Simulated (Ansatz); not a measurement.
**SF4 (sulfur tetrafluoride) at SC-NEVPT2(6,6)/ANO-RCC-VDZP (sfX2C, accuracy low)**

Aim: the vertical electron affinity of SF4 (sulfur tetrafluoride) at SC-NEVPT2(6,6)/ANO-RCC-VDZP (sfX2C, accuracy low), from 2 runs. 

Program for the calculation: Ansatz 0.2.0.

6 further runs of the same task are left out: 2 for a known fault of the program, 1 that didn't finish, 3 set aside as unsound or not needed.

**1. The system as given**

SF4 has 5 atoms, charge 0, and is taken as a singlet. As SMILES, `FS(F)(F)F`. The coordinates come from a PBE0-D4/def2-TZVP relaxation.

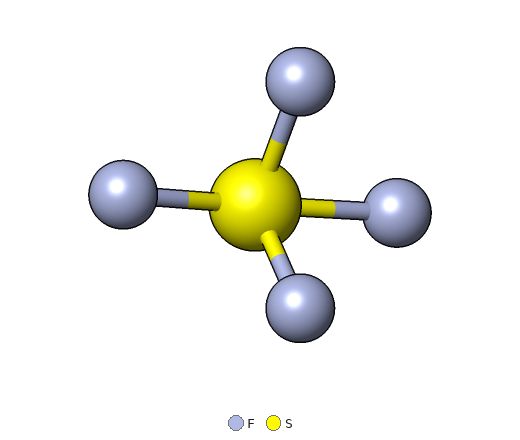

Viewed from a chosen angle; fluorine light blue, sulfur yellow.

**2. A single-point energy at SC-NEVPT2(6,6)/ANO-RCC-VDZP (sfX2C, accuracy low)**

Input file molecule.yaml:

```yaml
basis:
  gaussian: {orbitals: ANO-RCC-VDZP.json}
crystal:
  periodic: [false, false, false]
  atoms:
    - {symbol: F, position_ang: [-0.561200, -0.228000, 1.172800]}
    - {symbol: S, position_ang: [0.064000, -0.357400, -0.243000]}
    - {symbol: F, position_ang: [1.536700, -0.462000, 0.491400]}
    - {symbol: F, position_ang: [-1.440100, -0.077300, -0.858200]}
    - {symbol: F, position_ang: [0.400600, 1.124600, -0.563100]}
hamiltonian: {pseudopotentials: {relativity: scalar}}
correlation:
  method: sc_nevpt2
  active_space: {window: {electrons: 6, orbitals: 6}, fixed_orbitals: true}
  frozen_orbitals: {F: 1, S: 5}
accuracy: low
scf: {omitted_lower_state_checks: [atomic_configurations]}
```

The basis set ANO-RCC-VDZP is read from a file made from the Basis Set Exchange's data (not shown).

The run is started by

```bash
$ ansatz run molecule.yaml --threads 1 --pin off --max-ram 2610MiB --events-out events.jsonl --progress --plain --runs-dir runs
```

Log:

```text
Warning: RAYON_NUM_THREADS=1 ignored (pool sized by the plan → 1); use --threads N
Functional definition: HF
  name "HF"
  exchange = exact_x
  correlation = 0
792 factors; integrals over basis functions are off by at most 5.6e-4 eV
mean field evaluation 1: about -21675.2718 eV, gradient 5.2e1 eV
mean field evaluation 2: about -21675.5632 eV, gradient 5.2e1 eV
mean field evaluation 4: about -21680.6768 eV, gradient 3.6e0 eV
mean field evaluation 8: about -21680.7446 eV, gradient 2.0e-1 eV
mean field -21680.74486039 eV, -796.7526778826 hartree, gradient 2.9e-6 eV, S^2 0.000000; 0 other end points of the search recorded, 0 dependent functions left out
reference -21680.74486039 eV, -796.7526778826 hartree; 26, 26 occupied and 48, 48 virtual orbitals, 792 factors
state -21680.94929714 eV, -796.7601907945 hartree
state -21680.94929714 eV, -796.7601907945 hartree; corrected -21706.21400008 eV, -797.6886515025 hartree
Total energy: -21706.21400008 eV, -797.6886515025 hartree
Relativity: scalar
```

Wall time 3.9 s (1 thread of Arm Neoverse V2, shared host); peak memory 0.13 GiB.

**3. The doublet anion at the same level**

Edit molecule.yaml of step 2 so:

```diff
@@ -1,3 +1 @@
-basis:
-  gaussian: {orbitals: ANO-RCC-VDZP.json}
 crystal:
@@ -10,2 +8,6 @@
     - {symbol: F, position_ang: [0.400600, 1.124600, -0.563100]}
+basis:
+  gaussian: {orbitals: ANO-RCC-VDZP.json}
+total_charge: -1
+magnetization: {spin_polarized: false, initial_magnetization: 1}
 hamiltonian: {pseudopotentials: {relativity: scalar}}
@@ -13,3 +15,3 @@
   method: sc_nevpt2
-  active_space: {window: {electrons: 6, orbitals: 6}, fixed_orbitals: true}
+  active_space: {window: {electrons: 7, orbitals: 6}, fixed_orbitals: true}
   frozen_orbitals: {F: 1, S: 5}
```

The basis set ANO-RCC-VDZP is read from a file made from the Basis Set Exchange's data (not shown).

The run is started by

```bash
$ ansatz run molecule.yaml --threads 1 --pin off --max-ram 2610MiB --events-out events.jsonl --progress --plain --runs-dir runs
```

Log:

```text
Warning: RAYON_NUM_THREADS=1 ignored (pool sized by the plan → 1); use --threads N
Functional definition: HF
  name "HF"
  exchange = exact_x
  correlation = 0
798 factors; integrals over basis functions are off by at most 5.3e-4 eV
mean field evaluation 1: about -21676.2906 eV, gradient 4.0e1 eV
mean field evaluation 2: about -21676.4043 eV, gradient 4.1e1 eV
mean field evaluation 4: about -21679.9840 eV, gradient 3.2e0 eV
mean field evaluation 8: about -21680.0212 eV, gradient 2.0e-1 eV
mean field -21680.02146391 eV, -796.7260935524 hartree, gradient 1.1e-6 eV, S^2 0.750000; 0 other end points of the search recorded, 0 dependent functions left out
reference -21680.02146391 eV, -796.7260935524 hartree; 27, 26 occupied and 47, 48 virtual orbitals, 798 factors
state -21680.07443022 eV, -796.7280400282 hartree
state -21680.07443022 eV, -796.7280400282 hartree; corrected -21705.56363943 eV, -797.6647511895 hartree
Total energy: -21705.56363943 eV, -797.6647511895 hartree
Relativity: scalar
```

It took 3.9 s on 1 thread of Arm Neoverse V2, shared host; peak memory 0.15 GiB.

**4. What came out**

Level: SC-NEVPT2(6,6)/ANO-RCC-VDZP (sfX2C, accuracy low).

| quantity | value |
| --- | --- |
| singlet SF4: total energy | -797.68865 Eh |
| doublet anion: total energy | -797.66475 Eh |
| vertical electron affinity (to the doublet anion) | -0.650 eV |

What this shows: The anion lies 0.65 eV (62.8 kJ/mol) above the neutral: the electron isn't bound at this level, and such a value depends on the basis. Without diffuse functions anions come out too high. The accuracy setting (singlet SF4) is loose, so the last digits carry no meaning. The accuracy setting (doublet anion) is loose, so the last digits carry no meaning.
